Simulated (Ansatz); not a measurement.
# Ca2C (model cell, started as cuprite): a soft mode frozen in

Aim: this structure of Ca2C (model cell, started as cuprite) is to be tested for unstable modes, and one is followed downhill.

Program: Ansatz 0.2.0. Level of theory: DFT PBEsol, scalar-relativistic, plane waves, PAW. Results are calculated unless marked as measured.

The structure was built from a prototype and need not be the compound's stable phase.

### 1. Starting point

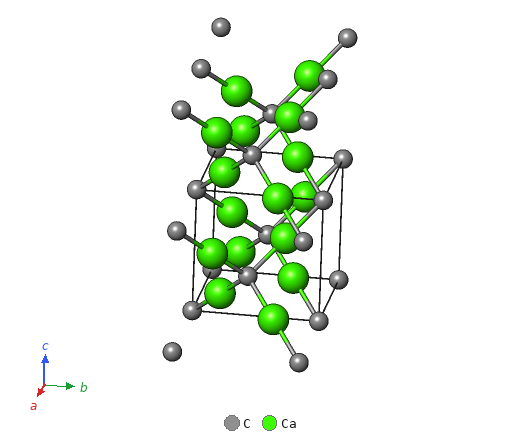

The starting structure, seen slightly off an axis (carbon grey, calcium green). 2×1×2 cells are drawn. Bonds to atoms that aren't drawn are left out. Some periodic images of atoms are drawn too.

### 2. Modes at Γ

The cell comes from relaxations at this level that are not shown. The zone centre is the only wavevector solved here; it holds the modes that light can see, as far as symmetry allows. No field response is asked, since the mesh shows no gap.

The input, input.yaml:

```yaml
crystal:
  lattice:
    - [5.4921644401, 0.0, 0.0]
    - [0.0, 5.4921644401, 0.0]
    - [0.0, 0.0, 5.4921644401]
  atoms:
    - { symbol: C, position: [0.0, 0.0, 0.0] }
    - { symbol: C, position: [0.5, 0.5, 0.5] }
    - { symbol: Ca, position: [0.25, 0.25, 0.25] }
    - { symbol: Ca, position: [0.75, 0.75, 0.25] }
    - { symbol: Ca, position: [0.75, 0.25, 0.75] }
    - { symbol: Ca, position: [0.25, 0.75, 0.75] }
kpoints:
  mp_grid: { grid: [6, 6, 6] }
hamiltonian:
  xc: pbesol
scf:
  occupations: { method: methfessel_paxton, width: 0.15 }
output:
  eigenvalues: true
phonons:
  method: dfpt
```

The run is started by

```
$ ansatz run input.yaml --threads 8 --pin off --max-ram 14336MiB --backend cpu --events-out ev --progress --plain --runs-dir out
```

Numbers of over 12 decimals in the logs are rounded to 6 here.

Output:

```text
Engine: ansatz 0.2.0, aarch64-unknown-linux-gnu
Pseudopotentials: kind: paw
Pseudopotential: C, paw, valence charge 4, recommended cutoff 420 eV (normal), C.paw.azcp
Pseudopotential: Ca, paw, valence charge 10, recommended cutoff 420 eV (normal), Ca.paw.azcp
Functional definition: PBEsol
  exchange = pbesol_x
  correlation = pbesol_c
Crystal: 6 atoms, lattice volume = 165.665 Å³
Basis set: ecut = 420 eV, 3239 PW (Γ), exchange–correlation on 80×80×80 points (8 copies of the dense FFT grid, shifted against one another)
Bands: 30, of which v1, the nominal top of the filled ones, is band 24 counted from 1 (23 counted from 0)
Symmetry: 48 space group operations
k-points: 68 of 216 (irreducible under 2 space group operations, time reversal used)
Non-local potential: C, projectors of the file, l = 0: 2, l = 1: 2, l = 2: 1
Non-local potential: Ca, projectors of the file, l = 0: 3, l = 1: 2, l = 2: 2
PAW form: soft (Blöchl's): semilocal exchange-correlation on the pseudo side does not see the compensation charge
PAW frozen core: C, regenerated for the run's functional, and the local potential with it (the file was generated under x = pbe(κ = 0.804, μ = 0.219515), c = pbe(β = 0.066725))
PAW frozen core: Ca, regenerated for the run's functional, and the local potential with it (the file was generated under x = pbe(κ = 0.804, μ = 0.219515), c = pbe(β = 0.066725))
PAW one-centre angular grid: C, 110 points (default); XC on 64 Gauss nodes
PAW one-centre angular grid: Ca, 110 points (default); XC on 64 Gauss nodes
Initial density: superposition of atomic densities (neutral atoms: chi_scale 0, normalization atom), corrected by the library's trained network
Initial wavefunctions: pseudopotential atomic-orbital guess
Functional: x = pbesol(κ = 0.804, μ = 0.123457), c = pbesol(β = 0.046)
SCF iter   1: F=—  HF=-7664.081245 eV  |F-HF|=—  |Δ(HF+E_count)|=         —  Δρ=3.84e-3  dr2=2.95e-2  ethr=1.77e-3  ⟨swp⟩=8.6  Hψ=9768  notcnv=0
preconditioner: auto → Kerker (q_TF=auto, 2.219 Å⁻¹)  [metal: Δε(μ)=0.035 eV  Ē_g=4.262 eV  σ=0.150 eV  W_gap=0.19  n_scr=26 (ndim 8)  ℏωp=11.5 eV  f_vac=0.000  D(μ)=5.26/eV (n_scr^D=32)]
SCF iter   2: F=—  HF=-7664.076981 eV  |F-HF|=—  |Δ(HF+E_count)|=   4.26e-3  S|Δr|=    0.00e0  Δρ=1.97e-3  dr2=7.42e-3  ethr=6.14e-5  ⟨swp⟩=2.1  Hψ=2799  notcnv=0
SCF iter   3: F=—  HF=-7664.075384 eV  |F-HF|=—  |Δ(HF+E_count)|=   1.60e-3  S|Δr|=    0.00e0  Δρ=4.10e-4  dr2=4.35e-4  ethr=1.55e-5  ⟨swp⟩=3.0  Hψ=3683  notcnv=0
SCF iter   4: F=—  HF=-7664.075311 eV  |F-HF|=—  |Δ(HF+E_count)|=   7.30e-5  S|Δr|=    0.00e0  Δρ=1.05e-4  dr2=2.38e-5  ethr=9.06e-7  ⟨swp⟩=2.0  Hψ=2433  notcnv=0
SCF iter   5: F=—  HF=-7664.075313 eV  |F-HF|=—  |Δ(HF+E_count)|=   2.81e-6  S|Δr|=    0.00e0  Δρ=3.81e-5  dr2=3.81e-6  ethr=4.96e-8  ⟨swp⟩=2.0  Hψ=2568  notcnv=0
SCF iter   6: F=—  HF=-7664.075313 eV  |F-HF|=—  |Δ(HF+E_count)|=   9.66e-9  S|Δr|=    0.00e0  Δρ=1.10e-5  dr2=3.34e-7  ethr=7.94e-9  ⟨swp⟩=2.0  Hψ=2276  notcnv=0
SCF iter   7: F=—  HF=-7664.075313 eV  |F-HF|=—  |Δ(HF+E_count)|=   4.67e-8  S|Δr|=    0.00e0  Δρ=2.69e-6  dr2=1.35e-8  ethr=6.95e-10  ⟨swp⟩=2.0  Hψ=2905  notcnv=0
SCF iter   8: F=—  HF=-7664.075313 eV  |F-HF|=—  |Δ(HF+E_count)|=   4.51e-9  S|Δr|=    0.00e0  Δρ=5.25e-7  dr2=4.95e-10  ethr=2.81e-11  ⟨swp⟩=2.4  Hψ=2682  notcnv=0
SCF iter   9: F=—  HF=-7664.075313 eV  |F-HF|=—  |Δ(HF+E_count)|=  2.47e-10  S|Δr|=    0.00e0  Δρ=1.31e-7  dr2=2.74e-11  ethr=1.03e-12  ⟨swp⟩=3.0  Hψ=3434  notcnv=0
SCF iter  10: F=-7664.075313 eV  HF=-7664.075313 eV  |F-HF|=4.55e-12  |Δ(HF+E_count)|=  1.09e-11  S|Δr|=    0.00e0  Δρ=1.62e-8  dr2=5.44e-13  ethr=1.00e-12  ⟨swp⟩=7.2  Hψ=8730  notcnv=0
SCF 1 converged in 10 iterations: F = -7664.075313 eV  dr2 = 5.44e-13
  greatest PAW one-centre occupation: 0.996 electrons in one spin orbital (limit 2), on the Ca atom at site 4 (counted from 0), in its partial waves of l = 0
DFPT response loops at Γ: preconditioner auto → Kerker (q_TF=auto, 2.219 Å⁻¹) (partly filled bands, converged f_vac=0.000); β = 1.00, the filter's whole step (`scf.mixing.beta` (0.50) is not read by the response loops under this deck's `scf.mixing.preconditioner`; to damp them name `kerker` or `kerker_dos`, under which they read `scf.mixing.beta`, and type it under 1.00, their step now; both keys bind the ground state too); Broyden in place of MSR1
SCF converged after 10 iterations
Stability not checked: this state was not tested for a lower state beside it, because cold or Methfessel-Paxton smearing, or corrected tetrahedra, fill the levels in a way that the test cannot read (fill_not_monotonic; see scf.lower_state_search)
Free energy (F): -7664.075313 eV
Harris-Foulkes:  -7664.075313 eV  (|F-HF|=4.55e-12)
Internal energy: -7664.067025 eV  (E = F + TS)
E sigma→0 (E₀):  -7664.073241 eV
Entropy (-TS):   -0.008288 eV (-1.381 meV/atom)
Fermi energy:    5.326633 eV
--- Per-component energies (eV) ---
  E_band       = -635.462745
  E_kinetic    = 1275.573761
  E_local      = -3558.274104  (includes V_loc(G=0)·N_el)
  E_nonlocal   = 314.268424
  E_hartree    = 1197.914276
  E_xc         = -633.186594
  E_vxc        = -792.613965  (∫ρ·V_xc dr)
  E_paw        = -3535.844497  (= ΣΔE_a)
  E_vpaw       = -270.245367  (= ΣTr[D̂ρ^β])
  E_aug_tail   = -0.000014  (compensation charges beyond the density's cutoff)
  E_ewald      = -2725.035655
  E_core_change = 0.517378  (= ΣΔE_core)
  E_smearing   = -0.008288  (= −TS)
  E_closure    = -0.000000  (closes the sum)
  Σ components = -7664.075313   (vs F -7664.075313, Δ=0.00e0)
--- Band table (eV; the first three rows and the last of 68) ---
  k-point 0: bands = [... 20 lower, 3.4172, 3.4175, 5.7428, 5.7428, 5.7428, 6.5342, 6.5342, 6.8359, ... 2 higher]
  k-point 1: bands = [... 20 lower, 3.5345, 3.5345, 5.4749, 5.4749, 5.5667, 6.5190, 6.5390, 6.7973, ... 2 higher]
  k-point 2: bands = [... 20 lower, 3.8674, 3.8674, 4.9360, 4.9360, 5.4437, 6.0289, 6.5625, 6.7082, ... 2 higher]
  k-point 67: bands = [... 20 lower, 3.5242, 4.3323, 4.3323, 4.3323, 5.9638, 5.9638, 5.9638, 8.3591, ... 2 higher]
--- Phonons (Γ-DFPT): 2 representative perturbations + reference, on 68 of 216 k-points (Σ response iterations 6) ---
  k mesh reduced under 2 symmetry operations, with k and −k counted as one. Each operation leaves every solved perturbation unchanged. A smaller set is not used because it would not reduce the number of displacements times k-points to solve
  ASR residual: 6.697e-6 → 0.000e0 eV/Å²; symmetrization residual: 1.478e-6 eV/Å²
  ASR residual per site (eV/Å²): 6.70e-6 6.70e-6 8.14e-7 8.14e-7 8.14e-7 8.14e-7
  Γ frequencies (cm⁻¹): -155.15 -155.15 -155.15 0.00 0.00 0.00 108.77 108.77 108.77 172.86 172.86 257.00 388.44 388.44 388.44 399.73 399.73 399.73
  non-analytic LO–TO correction: not included (Born effective charges unavailable; polar crystals: no LO–TO splitting at Γ)
```

Wall time 16 s (8 threads of Arm Neoverse V1, shared host); peak memory 1.5 GiB.

Reading the cycles: dr2 is the Hartree energy of the density residual (eV), the measure of convergence; HF is the Harris–Foulkes estimate of the energy, which meets the free energy F at convergence.

This step gave:

- volume per atom: 27.61 Å³
- gap on the k-mesh: 0 eV
- sum-rule residual before enforcement: 6.70e-6 eV/Å²
- point group: m-3m
- highest optical mode at the zone centre (no LO-TO term): 399.7 cm⁻¹
- lowest optical zone-centre mode: -155.2 cm⁻¹

Patterns of degenerate modes are one choice out of their space. The modes at Γ (shares of kinetic energy by element, %) (negative means imaginary):

| mode | frequency (cm⁻¹) | symmetry | C % | Ca % |
| --- | --- | --- | --- | --- |
| 1 | -155.2 | T1u | 30 | 70 |
| 2 | -155.2 | T1u | 30 | 70 |
| 3 | -155.2 | T1u | 30 | 70 |
| 4 | 0.0 | acoustic | 13 | 87 |
| 5 | 0.0 | acoustic | 13 | 87 |
| 6 | 0.0 | acoustic | 13 | 87 |
| 7 | 108.8 | T2u | 0 | 100 |
| 8 | 108.8 | T2u | 0 | 100 |
| 9 | 108.8 | T2u | 0 | 100 |
| 10 | 172.9 | Eu | 0 | 100 |
| 11 | 172.9 | Eu | 0 | 100 |
| 12 | 257.0 | A2u | 0 | 100 |
| 13 | 388.4 | T2g | 100 | 0 |
| 14 | 388.4 | T2g | 100 | 0 |
| 15 | 388.4 | T2g | 100 | 0 |
| 16 | 399.7 | T1u | 57 | 43 |
| 17 | 399.7 | T1u | 57 | 43 |
| 18 | 399.7 | T1u | 57 | 43 |

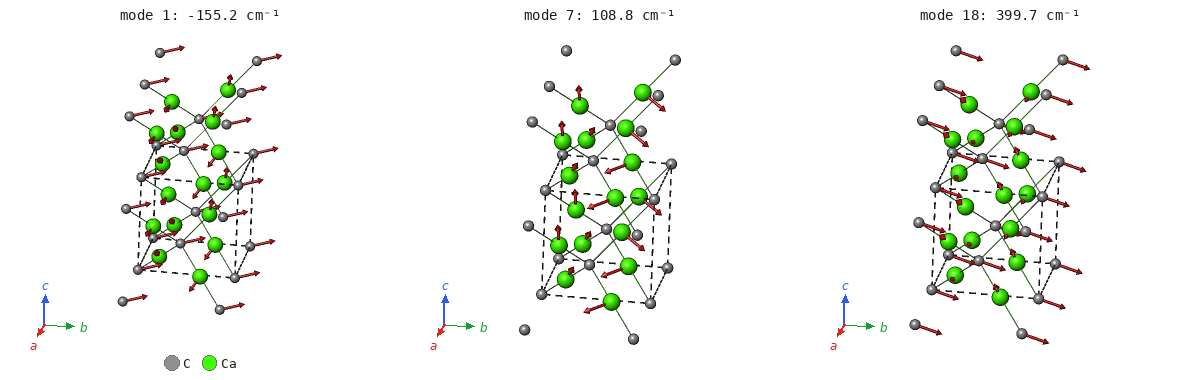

Displacement patterns of modes 1, 7 and 18 at Γ; arrows are exaggerated. Bonds to atoms that aren't drawn are left out. 2×1×2 cells are drawn. Some periodic images of atoms are drawn too.

Before it was imposed, the acoustic sum rule was missed by 6.7e-6 eV/Å². Small misses are needed for a sound result but don't prove that mesh and cutoff are converged. The lowest optical mode is imaginary, 155.2i cm⁻¹, so the energy falls along it.

### 3. The mode frozen in, largest atomic shift 0 Å

The mode followed lies at Γ with frequency 155.1i cm⁻¹ and is 3-fold degenerate, the softest among the wavevectors solved. At small amplitude the distorted cell has space group no. 160 by a symmetry search on the positions. The undistorted cell that holds it gives the zero of energy on the same k mesh.

input.yaml, as its differences from that of step 2:

```diff
@@ -19,4 +19,4 @@
 output:
+  forces: true
+  stress: true
   eigenvalues: true
-phonons:
-  method: dfpt
```

Output:

```text
[...]
Crystal: 6 atoms, lattice volume = 165.665 Å³
Basis set: ecut = 420 eV, 3239 PW (Γ), exchange–correlation on 80×80×80 points (8 copies of the dense FFT grid, shifted against one another)
Bands: 30, of which v1, the nominal top of the filled ones, is band 24 counted from 1 (23 counted from 0)
Symmetry: 48 space group operations
[...]
k-points: 20 of 216
[...]
k-point 0: bands = [... 20 lower, 3.4172, 3.4175, 5.7428, 5.7428, 5.7428, 6.5342, 6.5342, 6.8359, ... 2 higher]
  k-point 1: bands = [... 20 lower, 3.5344, 3.5344, 5.4748, 5.4748, 5.5667, 6.5190, 6.5390, 6.7973, ... 2 higher]
  k-point 2: bands = [... 20 lower, 3.8674, 3.8674, 4.9360, 4.9360, 5.4437, 6.0288, 6.5624, 6.7082, ... 2 higher]
  k-point 19: bands = [... 20 lower, 3.5242, 4.3323, 4.3323, 4.3323, 5.9638, 5.9638, 5.9638, 8.3591, ... 2 higher]
[key lines of the parts left out:]
SCF converged after 7 iterations
Free energy (F): -7664.075313 eV
Fermi energy:    5.326617 eV
P = ⅓ Tr σ = 0.0018 GPa (0.018 kbar)
```

Elapsed: 0.95 s, on 8 threads; peak memory 0.56 GiB.

Numbers from this step:

* pressure: 0.001820 GPa
* energy from the undistorted cell: 0 meV/atom

The run ends at a pressure of 0.00 GPa.

### 4. The mode frozen in, largest atomic shift 0.32 Å

The atoms are moved along the unstable eigenvector, the largest shift by 0.32 Å, with the cell fixed.

The input, input.yaml:

```yaml
crystal:
  lattice:
    - [5.4921644401, 0.0, 0.0]
    - [0.0, 5.4921644401, 0.0]
    - [0.0, 0.0, 5.4921644401]
  atoms:
    - { symbol: C, position: [-0.0336392124, -0.0336392124, 0.0336392124] }
    - { symbol: C, position: [0.4663607876, 0.4663607876, 0.5336392124] }
    - { symbol: Ca, position: [0.2550406779, 0.2550406779, 0.217731834] }
    - { symbol: Ca, position: [0.7278131899, 0.7278131899, 0.2721868101] }
    - { symbol: Ca, position: [0.782268166, 0.2550406779, 0.7449593221] }
    - { symbol: Ca, position: [0.2550406779, 0.782268166, 0.7449593221] }
kpoints:
  mp_grid: { grid: [6, 6, 6] }
hamiltonian:
  xc: pbesol
scf:
  occupations: { method: methfessel_paxton, width: 0.15 }
output:
  forces: true
  stress: true
  eigenvalues: true
  write_density: true
  write_potential: true
  elf: true
  volumetric_format: npy
```

Output:

```text
[...]
Crystal: 6 atoms, lattice volume = 165.665 Å³
Basis set: ecut = 420 eV, 3239 PW (Γ), exchange–correlation on 80×80×80 points (8 copies of the dense FFT grid, shifted against one another)
Bands: 30, of which v1, the nominal top of the filled ones, is band 24 counted from 1 (23 counted from 0)
Symmetry: 6 space group operations
[...]
k-points: 32 of 216 (time reversal used)
[...]
k-point 0: bands = [... 20 lower, 3.5364, 3.6301, 5.3492, 5.3727, 5.3727, 6.6497, 6.6497, 6.8389, ... 2 higher]
  k-point 1: bands = [... 20 lower, 3.6457, 3.7809, 5.0104, 5.2342, 5.5929, 6.5814, 6.6476, 6.7774, ... 2 higher]
  k-point 2: bands = [... 20 lower, 3.9477, 4.0378, 4.7075, 4.8788, 5.6391, 6.2534, 6.6412, 6.6895, ... 2 higher]
  k-point 31: bands = [... 20 lower, 3.7080, 4.2260, 4.2601, 4.2601, 5.9891, 6.1564, 6.1564, 7.7819, ... 2 higher]
[key lines of the parts left out:]
SCF converged after 7 iterations
Free energy (F): -7664.251190 eV
Fermi energy:    5.292054 eV
P = ⅓ Tr σ = -1.2363 GPa (-12.363 kbar)
```

Wall time 2.7 s (8 threads); peak memory 0.57 GiB.

Numbers from this step:

* pressure: -1.236 GPa
* energy from the undistorted cell: -29.88 meV/atom

The energy, extrapolated to zero smearing, is -29.88 meV/atom against the undistorted cell.

The run ends at a pressure of -1.24 GPa, with forces up to 0.91 eV/Å.

### 5. Energy along the mode, all amplitudes (two of the runs are shown above)

An imaginary frequency means negative curvature, so the energy should fall and then rise again as anharmonic terms take over.

Numbers from this step:

* depth at the lowest point sampled: 29.88 meV/atom
* largest atomic shift at that point: 0.32 Å

The energy from the parent by largest atomic shift:

| largest atomic shift (Å) | energy from the parent (meV/atom) |
| --- | --- |
| 0.000 | 0 |
| 0.040 | -0.986 |
| 0.080 | -3.70 |
| 0.140 | -10.1 |
| 0.220 | -20.4 |
| 0.320 | -29.9 |
| 0.450 | -28.0 |
| 0.600 | 0.374 |

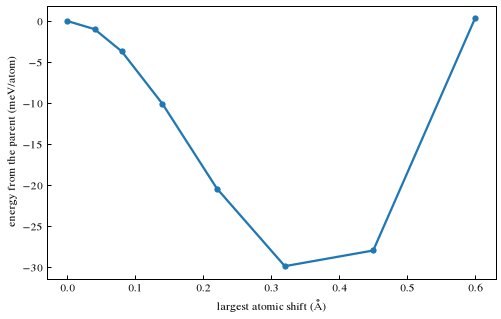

Energy from the parent against largest atomic shift.

Displacement at unit largest shift by atom:

| atom | x (Å) | y (Å) | z (Å) | size |
| --- | --- | --- | --- | --- |
| C1 | -0.577 | -0.577 | 0.577 | 0.999 |
| C2 | -0.577 | -0.577 | 0.577 | 0.999 |
| Ca3 | 0.087 | 0.087 | -0.554 | 0.567 |
| Ca4 | -0.381 | -0.381 | 0.381 | 0.660 |
| Ca5 | 0.554 | 0.087 | -0.087 | 0.567 |
| Ca6 | 0.087 | 0.554 | -0.087 | 0.567 |

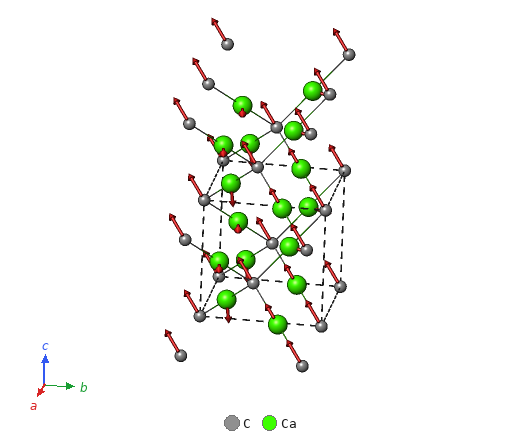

Displacement at unit largest shift as arrows, the longest 0.999 Å. Bonds to atoms that aren't drawn are left out. 2×1×2 cells are drawn. Some periodic images of atoms are drawn too.

The lowest of the steps tried is at 0.32 Å, 29.9 meV/atom below the parent; the bottom of the well need not coincide with a step.

(Part 1 of 3 ends here.)

[Logs are printed without paths, hosts, clocks, repeated set-up lines and the standing remarks that a program may print on its own settings, such as how far it seeks lower states.]

[Hosts, paths, dates, database ids (printed as entryN), source tags and the programs' standing remarks are cut or masked in the printed files.]
